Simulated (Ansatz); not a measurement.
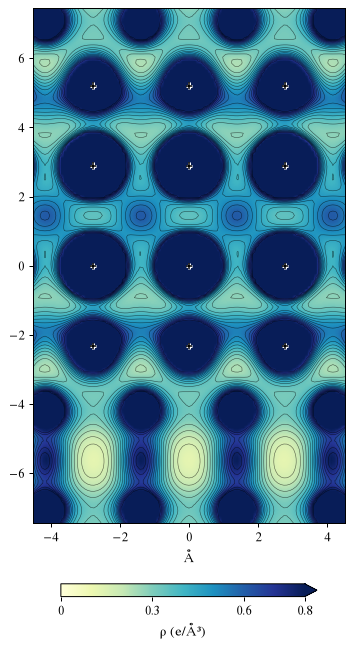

The valence pseudo-density on a plane through atoms (crosses mark nuclei in the plane).

The calculation used DFT PBE, scalar-relativistic, plane waves, PAW (Ansatz 0.2.0).

Candidates:
A. W$_{2}$C$_{3}$, a = 2.78 Å, b = 2.78 Å, c = 14.19 Å, α = 90.00°, β = 90.00°, γ = 120.00°. Space group P6₃/mmc; a generated structure, not necessarily the stable one.
B. Si$_{7}$N, a = 7.33 Å, b = 7.33 Å, c = 5.93 Å, α = 90.00°, β = 90.00°, γ = 120.00°. Space group P6₃mc; a generated structure, not necessarily the stable one.
C. Be$_{3}$Se$_{4}$, a = 5.11 Å, b = 5.11 Å, c = 5.11 Å, α = 90.00°, β = 90.00°, γ = 90.00°. Space group P-43m; a generated structure, not necessarily the stable one.

> Which candidate gave the map?

Candidate A: W$_{2}$C$_{3}$ on the (010) plane of the conventional cell, which holds W and C. W–W (2.78 Å): ρ at the midpoint is about 0.4 e/Å³. W–C (2.31 Å): ρ at the midpoint is about 0.47 e/Å³.
